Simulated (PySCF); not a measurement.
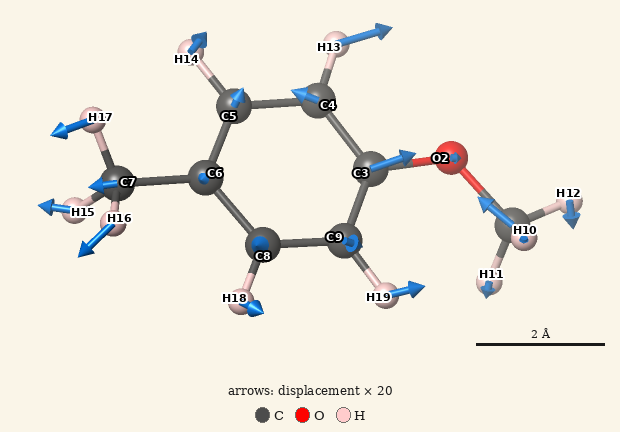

A relaxation of C₈H₁₀O. The starting structure is drawn; blue arrows show the displacements, 20 times their true length. The two geometries are superimposed by the best rigid fit.

A ball-and-stick model, seen at a tilt.

The start comes from GFN2-xTB. Its atoms were then displaced at random by about 0.01 Å.

Method: PySCF, PBE0-D3(BJ)/def2-SVP geometry optimisation, gas phase. 

Q: What did the optimiser do to the structure, and how much energy did it gain?

A: An H atom moves most after the best rigid fit: 0.049 Å. By element the largest moves are H 0.049 Å, C 0.039 Å, O 0.009 Å. Near-neighbour distances that change, for instance: C–O 1.439 → 1.398 Å, C–C 1.369 → 1.401 Å, C–H 1.060 → 1.092 Å, C–O 1.379 → 1.351 Å. Bond angles that change, for instance: C–C–H 123.5° → 118.3°, C–C–H 118.2° → 121.5°, H–C–H 111.7° → 108.7°. After 8 geometry steps the energy has fallen by 18.2 kJ/mol. The run took 110 s on 1 thread of AMD EPYC 7B13 (shared host).
